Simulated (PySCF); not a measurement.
# C3H9BS: electronic excitations and core binding energies

What electronic excitations and core binding energies should C3H9BS (`C[S@@+]1[BH2-]CC1`) show?

The runs use PySCF 2.14.0, with density-fitted response routines of our own; the level of theory stands in each step. All values are computed, except where a source is named. Atoms are numbered from 0 throughout.

**1. Starting geometry**

14 atoms, charge 0, multiplicity 1; geometry from: GFN2-xTB.

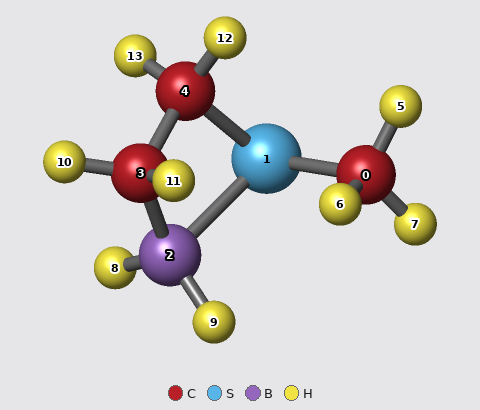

As it starts; carbon red, sulfur blue, boron purple, hydrogen yellow, atoms numbered; sticks join atoms by distance.

**2. Excited states and response: PBE0/def2-SVPD**

What the job is given:

```
{"job": {"kind": "uv", "xc": "PBE0", "basis": "def2-SVPD", "nstates": 8, "ntriplets": 3}, "charge": 0, "multiplicity": 1}
C     -1.900022     0.240951     0.119804
S     -0.700397    -1.095976     0.412903
B      0.734251    -0.630436    -1.000379
C      1.333822     0.442394     0.069744
C      0.611628    -0.143279     1.273299
H     -2.337273     0.535722     1.069386
H     -1.404511     1.078274    -0.358755
H     -2.669838    -0.156192    -0.533712
H      1.350285    -1.628887    -1.124737
H      0.163920    -0.241670    -1.957517
H      2.414299     0.450400     0.206060
H      1.027012     1.475812    -0.099283
H      0.165453     0.551532     1.984856
H      1.210692    -0.879117     1.806645
```

Level: TDDFT PBE0/def2-SVPD, vertical, gas phase, core orbitals frozen in the response.

Run with:

```
$ OMP_NUM_THREADS=1 python probes_run.py task.json out
```

One launch serves the whole session: the jobs run in the order shown.

What it wrote:

```text
coarse grid: 11552 points
cycle   1  E = -542.1023884579  dE =  3.679e-01  |g| = 3.951e-01  |ddm| = 4.900e+00
cycle   2  E = -542.0840253746  dE =  1.836e-02  |g| = 4.771e-01  |ddm| = 1.618e+00
cycle   3  E = -542.1524338501  dE = -6.841e-02  |g| = 4.788e-02  |ddm| = 8.778e-01
cycle   4  E = -542.1529760811  dE = -5.422e-04  |g| = 2.171e-02  |ddm| = 1.403e-01
cycle   5  E = -542.1530953908  dE = -1.193e-04  |g| = 7.186e-03  |ddm| = 4.209e-02
cycle   6  E = -542.1531092537  dE = -1.386e-05  |g| = 1.017e-03  |ddm| = 1.569e-02
cycle   7  E = -542.1531095375  dE = -2.839e-07  |g| = 2.427e-04  |ddm| = 2.931e-03
final grid: 104928 points
cycle   8  E = -542.2125706164  dE = -3.884e-05  |g| = 9.009e-03  |ddm| = 1.158e-01
cycle   9  E = -542.2125545742  dE =  1.604e-05  |g| = 1.180e-02  |ddm| = 3.051e-02
cycle  10  E = -542.2125923680  dE = -3.779e-05  |g| = 8.331e-04  |ddm| = 1.739e-02
cycle  11  E = -542.2125925672  dE = -1.992e-07  |g| = 2.107e-04  |ddm| = 2.033e-03
cycle  12  E = -542.2125925777  dE = -1.055e-08  |g| = 7.863e-05  |ddm| = 4.702e-04
cycle  13  E = -542.2125925795  dE = -1.735e-09  |g| = 1.440e-05  |ddm| = 2.154e-04
cycle  14  E = -542.2125925795  dE = -5.912e-11  |g| = 2.962e-06  |ddm| = 4.147e-05
converged SCF energy = -542.2125925795

Static polarisability (au): isotropic 71.370, principal 64.884 69.061 80.165

Singlet excitations
state   eV       nm        f      main configurations
  1   6.2562    198.2   0.00959   H-1->L 0.90
  2   6.3889    194.1   0.00292   H->L 0.93
  3   6.7803    182.9   0.00463   H-2->L 0.51, H->L+1 0.19, H-1->L+1 0.19
  4   6.8442    181.2   0.00422   H->L+1 0.70, H-2->L 0.14
  5   6.9618    178.1   0.07213   H-1->L+1 0.65, H-2->L 0.25
  6   7.1547    173.3   0.01386   H-1->L+2 0.59, H->L+2 0.32
  7   7.1932    172.4   0.01561   H->L+2 0.58, H-1->L+2 0.32
  8   7.3755    168.1   0.00685   H-2->L+1 0.89

Triplet excitations (Tamm-Dancoff, eV): 5.6076 5.8467 6.1694
```

Run time: 33 s. Hardware: 1 thread of Arm Neoverse V1, shared host; peak memory 0.71 GiB.

The orbitals next to the gap, with their largest atomic shares:

```
orbital     eV                      atoms
 HOMO−3  -9.91  S1 36 %, C4 18 %, C3 16 %
 HOMO−2  -8.14  B2 33 %, H8 20 %, H9 13 %
 HOMO−1  -7.74  S1 48 %, B2 15 %, C3 13 %
   HOMO  -7.68  B2 28 %, C3 26 %, C4 12 %
   LUMO   0.02   S1 50 %, C4 16 %, B2 9 %
 LUMO+1   0.30  S1 39 %, C0 14 %, H5 10 %
 LUMO+2   0.67  S1 50 %, C0 12 %, B2 11 %
```

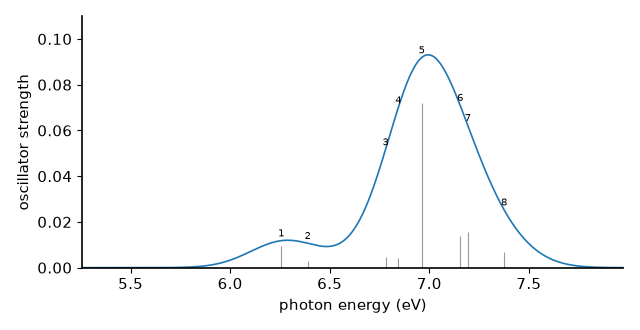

Absorption spectrum from the 8 singlet states computed; above the last one it falls off for lack of states. Lines are broadened to a width of 0.40 eV (Gaussian).

Further results of this job:

```
           property  computed
  dipole moment (D)      3.39
polarisability (Å³)     10.58
 HOMO–LUMO gap (eV)      7.69
      −ε(HOMO) (eV)      7.68
```

**3. Core holes by ΔSCF: SCAN, X2C**

Same as in step 2 but for these lines:

```diff
@@ -1,2 +1,2 @@
-{"job": {"kind": "uv", "xc": "PBE0", "basis": "def2-SVPD", "nstates": 8, "ntriplets": 3}, "charge": 0, "multiplicity": 1}
+{"job": {"kind": "xps"}, "charge": 0, "multiplicity": 1}
 C     -1.900022     0.240951     0.119804
```

Level: delta-SCF UKS SCAN, pcX-2 on the ionised atom, pcseg-1 elsewhere, spin-free X2C.

What it wrote:

```text
ground state, core basis on atom 0 (C), 150 functions
  cycle   1  E = -543.60506603  |g| = 5.06e-01
  cycle   2  E = -543.52539227  |g| = 7.26e-01
  cycle   3  E = -543.68158752  |g| = 8.69e-02
  cycle   4  E = -543.68344637  |g| = 3.89e-02
  cycle   5  E = -543.68384227  |g| = 1.28e-02
  cycle   6  E = -543.68388512  |g| = 2.88e-03
  cycle   7  E = -543.68388825  |g| = 1.15e-03
  cycle   8  E = -543.68388856  |g| = 3.25e-04
  E(ground) = -543.70540793 Eh
hole in C 1s of atom 0
  cycle   1  E = -532.39401519  |g| = 1.50e+00
  cycle   2  E = -530.97576080  |g| = 2.11e+00
  cycle   3  E = -532.77692882  |g| = 5.46e-01
  cycle   4  E = -532.89217028  |g| = 3.36e-01
  cycle   5  E = -532.96178182  |g| = 9.01e-02
  cycle   6  E = -532.96540151  |g| = 3.24e-02
  cycle   7  E = -532.96597346  |g| = 8.76e-03
  cycle   8  E = -532.96602103  |g| = 4.01e-03
  cycle   9  E = -532.96603257  |g| = 1.55e-03
  cycle  10  E = -532.96603700  |g| = 8.58e-04
  cycle  11  E = -532.96603707  |g| = 2.56e-04
  E(ion) = -532.98827502 Eh   <S^2> = 0.7745   hole on atom = 1.000   binding energy = 291.628 eV
ground state, core basis on atom 1 (S), 161 functions
  cycle   1  E = -543.83540296  |g| = 4.05e-01
  cycle   2  E = -543.83507484  |g| = 5.31e-02
  cycle   3  E = -543.83394703  |g| = 8.31e-02
  cycle   4  E = -543.83582186  |g| = 6.42e-03
  cycle   5  E = -543.83582596  |g| = 3.63e-03
  cycle   6  E = -543.83582751  |g| = 4.27e-04
  E(ground) = -543.84319303 Eh
hole in S 1s of atom 1
  cycle   1  E = -451.56011806  |g| = 5.08e+00
  cycle   2  E = -450.52487604  |g| = 2.68e+00
  cycle   3  E = -450.39325215  |g| = 1.87e+00
  cycle   4  E = -452.73293382  |g| = 3.08e-01
  cycle   5  E = -452.75095872  |g| = 2.48e-01
  cycle   6  E = -452.78153458  |g| = 4.81e-02
  cycle   7  E = -452.78247121  |g| = 2.19e-02
  cycle   8  E = -452.78271605  |g| = 5.39e-03
  cycle   9  E = -452.78273113  |g| = 1.60e-03
  cycle  10  E = -452.78273234  |g| = 4.92e-04
  E(ion) = -452.78178638 Eh   <S^2> = 0.7517   hole on atom = 1.000   binding energy = 2477.907 eV
hole in S 2p of atom 1
  cycle   1  E = -537.12088014  |g| = 1.53e+00
  cycle   2  E = -536.24310966  |g| = 1.77e+00
  cycle   3  E = -537.37833938  |g| = 5.47e-01
  cycle   4  E = -537.55323114  |g| = 1.73e-01
  cycle   5  E = -537.56304720  |g| = 1.05e-01
  cycle   6  E = -537.56858968  |g| = 1.82e-02
  cycle   7  E = -537.56870049  |g| = 1.20e-02
  cycle   8  E = -537.56877704  |g| = 1.74e-03
  cycle   9  E = -537.56877947  |g| = 7.92e-04
  cycle  10  E = -537.56878000  |g| = 4.00e-04
  E(ion) = -537.58304649 Eh   <S^2> = 0.7538   hole on atom = 1.001   binding energy = 170.347 eV
  2p3/2 = 170.083 eV   2p1/2 = 171.326 eV
ground state, core basis on atom 2 (B), 150 functions
  cycle   1  E = -543.67646470  |g| = 5.77e-02
  cycle   2  E = -543.67601314  |g| = 5.41e-02
  cycle   3  E = -543.67675372  |g| = 1.85e-02
  cycle   4  E = -543.67684915  |g| = 4.88e-03
  cycle   5  E = -543.67685519  |g| = 9.50e-04
  cycle   6  E = -543.67685692  |g| = 2.85e-04
  E(ground) = -543.69970150 Eh
hole in B 1s of atom 2
  cycle   1  E = -536.12426742  |g| = 1.18e+00
  cycle   2  E = -535.15213380  |g| = 1.68e+00
  cycle   3  E = -536.45782686  |g| = 3.79e-01
  cycle   4  E = -536.51647125  |g| = 2.29e-01
  cycle   5  E = -536.54852423  |g| = 5.76e-02
  cycle   6  E = -536.55023979  |g| = 2.06e-02
  cycle   7  E = -536.55047712  |g| = 9.27e-03
  cycle   8  E = -536.55054319  |g| = 3.57e-03
  cycle   9  E = -536.55055724  |g| = 2.08e-03
  cycle  10  E = -536.55056425  |g| = 1.17e-03
  cycle  11  E = -536.55056510  |g| = 5.77e-04
  cycle  12  E = -536.55056551  |g| = 1.43e-04
  E(ion) = -536.57428714 Eh   <S^2> = 0.7878   hole on atom = 1.000   binding energy = 193.892 eV
ground state, core basis on atom 3 (C), 150 functions
  cycle   1  E = -543.68406734  |g| = 5.77e-02
  cycle   2  E = -543.68400484  |g| = 2.24e-02
  cycle   3  E = -543.68399210  |g| = 2.30e-02
  cycle   4  E = -543.68414622  |g| = 1.35e-03
  cycle   5  E = -543.68414583  |g| = 5.13e-04
  cycle   6  E = -543.68414664  |g| = 9.12e-05
  E(ground) = -543.70594724 Eh
hole in C 1s of atom 3
  cycle   1  E = -532.47228259  |g| = 1.51e+00
  cycle   2  E = -531.78516066  |g| = 1.83e+00
  cycle   3  E = -532.98913601  |g| = 3.42e-01
  cycle   4  E = -533.02624776  |g| = 1.57e-01
  cycle   5  E = -533.03988364  |g| = 5.51e-02
  cycle   6  E = -533.04141768  |g| = 1.04e-02
  cycle   7  E = -533.04145431  |g| = 7.35e-03
  cycle   8  E = -533.04148760  |g| = 1.54e-03
  cycle   9  E = -533.04149083  |g| = 8.50e-04
  cycle  10  E = -533.04149113  |g| = 5.33e-04
  cycle  11  E = -533.04149135  |g| = 1.26e-04
  E(ion) = -533.06228341 Eh   <S^2> = 0.7678   hole on atom = 1.000   binding energy = 289.629 eV
ground state, core basis on atom 4 (C), 150 functions
  cycle   1  E = -543.68536036  |g| = 5.98e-02
  cycle   2  E = -543.68526442  |g| = 3.03e-02
  cycle   3  E = -543.68534646  |g| = 2.41e-02
  cycle   4  E = -543.68548845  |g| = 3.79e-03
  cycle   5  E = -543.68549237  |g| = 6.70e-04
  cycle   6  E = -543.68549329  |g| = 1.10e-04
  E(ground) = -543.70712449 Eh
hole in C 1s of atom 4
  cycle   1  E = -532.39661859  |g| = 1.51e+00
  cycle   2  E = -531.29045941  |g| = 2.07e+00
  cycle   3  E = -532.89095521  |g| = 4.20e-01
  cycle   4  E = -532.95626079  |g| = 1.81e-01
  cycle   5  E = -532.97315221  |g| = 6.03e-02
  cycle   6  E = -532.97512503  |g| = 1.58e-02
  cycle   7  E = -532.97528152  |g| = 6.27e-03
  cycle   8  E = -532.97531631  |g| = 2.91e-03
  cycle   9  E = -532.97532812  |g| = 1.74e-03
  cycle  10  E = -532.97533041  |g| = 6.44e-04
  cycle  11  E = -532.97532996  |g| = 3.70e-04
  E(ion) = -532.99742946 Eh   <S^2> = 0.7820   hole on atom = 1.000   binding energy = 291.426 eV
```

It took 62 s on 1 thread of Arm Neoverse V1, shared host; peak memory 0.45 GiB.

Binding energies by hole, beside the orbital energy of the ground state; the difference holds orbital relaxation and, for a density functional, its self-interaction error:

```
     hole  stands for                                      environment  ΔSCF (eV; 2p as the shell's mean)  −ε (eV)   ⟨S²⟩
C1s on C0          C0                        methyl carbon bonded to S                             291.63    274.9  0.775
S1s on S1          S1    sulfur bonded to 2 C, B, in a 4-membered ring                            2477.91   2416.0  0.752
S2p on S1          S1    sulfur bonded to 2 C, B, in a 4-membered ring                             170.50    159.0  0.754
B1s on B2          B2  boron bonded to C, S, 2 H, in a 4-membered ring                             193.89    178.6  0.788
C1s on C3          C3                              sp3 CH2 bonded to B                             289.63    272.7  0.768
C1s on C4          C4                              sp3 CH2 bonded to S                             291.43    274.8  0.782
```

With the spin-orbit splitting: S1 2p3/2 170.08, 2p1/2 171.33 eV. The table gives each 2p level as the mean over the whole 2p shell (two parts 2p3/2, one part 2p1/2), which differs a little from the single hole in the log.

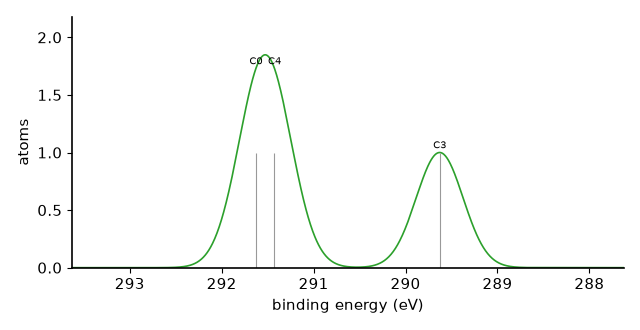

The C1s photoelectron lines, weighted by the number of atoms. Lines are broadened to a width of 0.60 eV (Gaussian).

**4. Summary of results**

| quantity | value |
| --- | --- |
| lowest singlet (PBE0/def2-SVPD) | 6.26 eV (198 nm), f = 0.010 |
| brightest single state of those computed | state 5, 6.96 eV, f = 0.072 |
| lowest triplet | 5.61 eV |
| C1s binding energies, SCAN/pcX-2 | C0 291.63, C4 291.43, C3 289.63 eV |
| S1s binding energies, SCAN/pcX-2 | S1 2477.91 eV |
| S2p binding energies, SCAN/pcX-2 | S1 170.50 eV |
| B1s binding energies, SCAN/pcX-2 | B2 193.89 eV |

What this shows: The lowest singlet, at 6.26 eV, is HOMO−1→LUMO 0.90 and is weak; of the 8 states computed, the strongest absorption comes from state 5 at 6.96 eV. The lowest triplet lies 0.65 eV below the lowest singlet (triplets in Tamm-Dancoff, singlets in full TDDFT). C0 (methyl carbon bonded to S) binds its C1s electron 2.00 eV more tightly than C3 (sp3 CH2 bonded to B).
